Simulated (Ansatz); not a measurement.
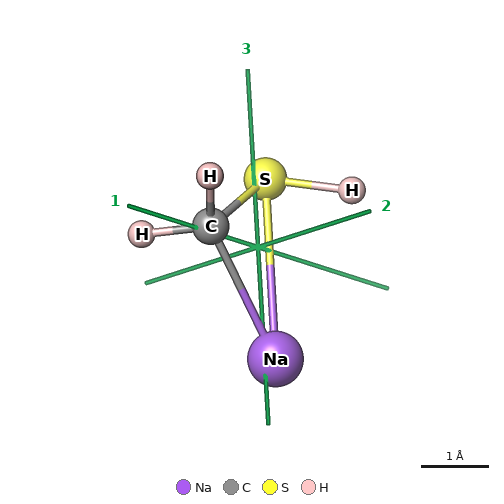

The three principal axes of inertia are drawn and numbered. Distant atoms are faded towards the background colour. Computed geometry: PBE0-D4/def2-TZVP optimisation. No frequency run is at hand to confirm it as a minimum. Masses are those of the most abundant isotopes; constants are for the rigid equilibrium geometry.

Q: Which line is the a axis (least moment of inertia), which b and which c?

A: a is line 3, b is line 1, c is line 2; the moments are 30.5, 113, 138 u Å².

Q: What kind of rotor is it, and what are its rotational constants in GHz?

A: An asymmetric top (C1): A = 16.6, B = 4.46, C = 3.65 GHz. Ray's parameter κ is −0.88, close to the prolate limit.
